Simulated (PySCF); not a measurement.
Input file:

```
{"job": {"kind": "nmr", "xc": "PBE0", "basis": "pcSseg-1"}, "charge": -1, "multiplicity": 1}
Cl    -1.692455    -0.409853    -1.277794
Al     0.018772    -0.022061    -0.018833
Cl    -0.005364     2.040961     0.618293
Cl     1.832443    -0.396180    -1.127577
Cl    -0.061307    -1.317637     1.709430
```

Command:

```sh
OMP_NUM_THREADS=1 python probes_run.py task.json out
```

Geometry: PBE0-D3(BJ)/def2-SVP.

Computed with PBE0/pcSseg-1, SCF density, gas phase, non-relativistic (PySCF).

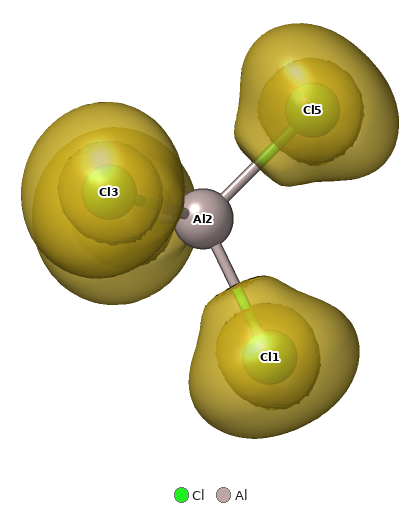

AlCl$_{4}$ (SMILES [Cl][Al-]([Cl])([Cl])[Cl]) (charge −1). Isosurface of the electron localisation function at 0.8 (yellow), seen across its widest extent. Core shells and regions of very low density are left out.

Q: Describe the localisation domains.

A: The surface consists of four regions on Cl in which the atom's valence shell and bonds are merged.

Values along the shortest contacts:
Al–Cl (2.16 Å): the ELF peaks at about 0.90 in the valence shell of Cl, 0.9 Å from its nucleus, and is about 0.85 at the midpoint.
